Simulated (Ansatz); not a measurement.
# FCI/STO-3G run of BNH2O (SMILES BN=O)

What is the vertical ionisation energy of BNH2O at FCI/STO-3G? 

The results are computed with Ansatz 0.2.0.

59 further runs of the same task are left out: 4 that didn't finish, 55 set aside as unsound or not needed.

### Step 1. The structure to begin with

The species is BNH2O (5 atoms), meant as a singlet with charge 0. SMILES: `BN=O`. Geometry: relaxed at GFN2-xTB.

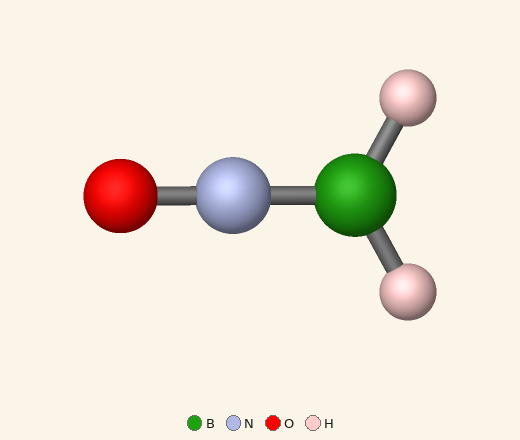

The structure, seen from a chosen angle (boron green, nitrogen light blue, oxygen red, hydrogen pink).

### Step 2. A single-point energy at FCI/STO-3G

Contents of job.yaml:

```yaml
basis:
  gaussian: {orbitals: STO-3G}
crystal:
  periodic: [false, false, false]
  atoms:
    - symbol: B
      position_ang: [-0.303260, 0.384710, -0.206480]
    - symbol: "N"
      position_ang: [0.435210, -0.552070, 0.296940]
    - symbol: O
      position_ang: [1.113730, -1.415380, 0.760240]
    - symbol: H
      position_ang: [-1.158940, 0.091910, -0.941520]
    - symbol: H
      position_ang: [-0.086740, 1.490830, 0.090820]
correlation: {method: fci, frozen_orbitals: {B: 1, H: 0, "N": 1, O: 1}}
accuracy: high
```

Started as:

```console
$ ansatz run job.yaml --threads 1 --pin off --max-ram 2610MiB --events-out events.jsonl --progress --plain --runs-dir runs
```

Output:

```text
Warning: RAYON_NUM_THREADS=1 ignored (pool sized by the plan → 1); use --threads N
Functional definition: HF
  name "HF"
  exchange = exact_x
  correlation = 0
294 factors; integrals over basis functions are off by at most 2.9e-8 eV
mean field evaluation 1: about -4162.3356 eV, gradient 2.3e1 eV
mean field evaluation 2: about -4162.4021 eV, gradient 2.3e1 eV
mean field evaluation 4: about -4164.0356 eV, gradient 2.3e0 eV
mean field evaluation 8: about -4164.0777 eV, gradient 3.2e-5 eV
mean field -4164.07624973 eV, -153.0269796652 hartree, gradient 1.6e-8 eV, S^2 0.000000; 0 other end points of the search recorded, 0 dependent functions left out; unrestricted orbitals would lower it
mean field evaluation 16: about -4163.9660 eV, gradient 6.2e0 eV
3 core orbitals not correlated: weight in the atoms' cores, before any rotation towards them, 1.000 or more for the frozen orbitals, at most 0.000 for the correlated occupied ones
reference -4164.07624973 eV, -153.0269796652 hartree; 8, 8 occupied and 6, 6 virtual orbitals, 294 factors
state -4169.71485053 eV, -153.2341944226 hartree
Total energy: -4169.71485053 eV, -153.2341944226 hartree
```

Wall time 69 s (1 thread of Arm Neoverse V1, shared host); peak memory 0.72 GiB.

### Step 3. The doublet cation, same level

Contents of job.yaml:

```yaml
crystal:
  periodic: [false, false, false]
  atoms:
    - {symbol: B, position_ang: [-0.303260, 0.384710, -0.206480]}
    - {symbol: "N", position_ang: [0.435210, -0.552070, 0.296940]}
    - {symbol: O, position_ang: [1.113730, -1.415380, 0.760240]}
    - {symbol: H, position_ang: [-1.158940, 0.091910, -0.941520]}
    - {symbol: H, position_ang: [-0.086740, 1.490830, 0.090820]}
basis:
  gaussian:
    orbitals: STO-3G
correlation:
  method: fci
  frozen_orbitals: {B: 1, H: 0, "N": 1, O: 1}
magnetization:
  spin_polarized: true
  initial_magnetization: 1
total_charge: 1
accuracy: high
```

Started as:

```console
$ ansatz run job.yaml --threads 1 --pin off --max-ram 2610MiB --events-out events.jsonl --progress --plain --runs-dir runs
```

Output:

```text
Warning: RAYON_NUM_THREADS=1 ignored (pool sized by the plan → 1); use --threads N
Functional definition: HF
  name "HF"
  exchange = exact_x
  correlation = 0
294 factors; integrals over basis functions are off by at most 2.9e-8 eV
mean field evaluation 1: about -4154.3677 eV, gradient 1.8e1 eV
mean field evaluation 2: about -4154.4242 eV, gradient 1.8e1 eV
mean field evaluation 4: about -4156.6510 eV, gradient 2.5e0 eV
mean field evaluation 8: about -4156.9841 eV, gradient 4.9e-1 eV
mean field evaluation 16: about -4157.0220 eV, gradient 2.2e-4 eV
mean field evaluation 32: about -4157.0049 eV, gradient 8.0e-1 eV
mean field -4157.02204464 eV, -152.7677424099 hartree, gradient 2.1e-8 eV, S^2 0.949225; 5 other end points of the search recorded, 0 dependent functions left out
3 core orbitals not correlated: weight in the atoms' cores, before any rotation towards them, 1.000 or more for the frozen orbitals, at most 0.000 for the correlated occupied ones
reference -4156.83754461 eV, -152.7609621586 hartree; 8, 7 occupied and 6, 7 virtual orbitals, 294 factors
state -4162.47107300 eV, -152.9679905086 hartree
Total energy: -4162.47107300 eV, -152.9679905086 hartree
```

Wall time 3 min (1 thread of Arm Neoverse V1, shared host); peak memory 1 GiB.

### Step 4. What came out

Level: FCI/STO-3G, 3 core orbitals frozen.

| quantity | value |
| --- | --- |
| singlet BNH2O: total energy | -153.23419 Eh |
| singlet BNH2O: correlation energy (3 core orbitals frozen) | -207.2 mEh |
| doublet cation: total energy | -152.96799 Eh |
| doublet cation: correlation energy (3 core orbitals frozen) | -207.0 mEh |
| vertical ionisation energy (to the doublet cation) | 7.244 eV |

**Reading.** The vertical ionisation energy comes to 7.24 eV (699 kJ/mol). In a minimal basis such a difference can be off by several eV, whatever the method. The restricted solution (singlet BNH2O) is unstable to spin breaking: an unrestricted one lies lower.
